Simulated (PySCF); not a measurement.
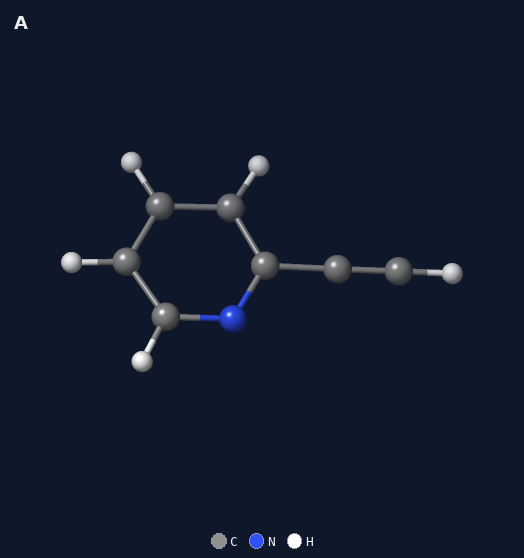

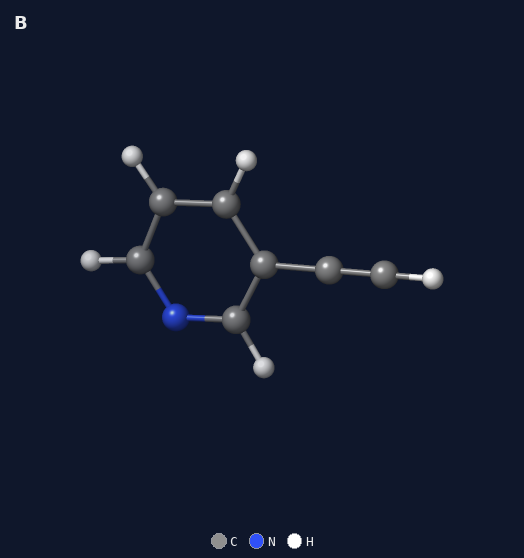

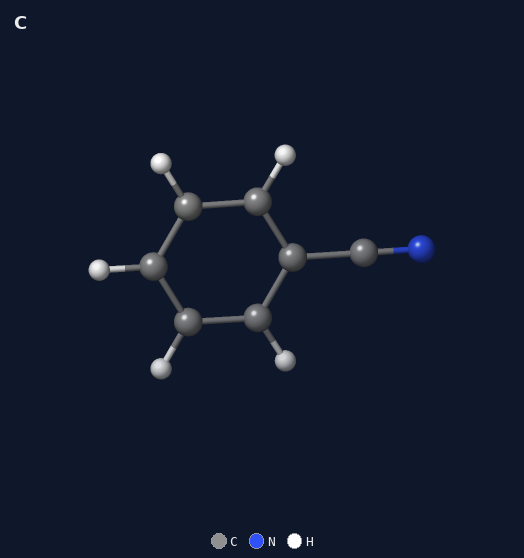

3 stationary structures of one formula. Geometries: GFN2-xTB. Electronic energies: PBE0/pcSseg-1 (PySCF 2.14.0), without zero-point energy. No frequency run is at hand to confirm each as a minimum.

Question: Which structure is the most stable?

Answer: C is lowest; B lies 39.0 kcal/mol above it, A lies 40.3 kcal/mol above it. A is `C#Cc1ccccn1`, B is `C#Cc1cccnc1`, C is `N#Cc1ccccc1`.
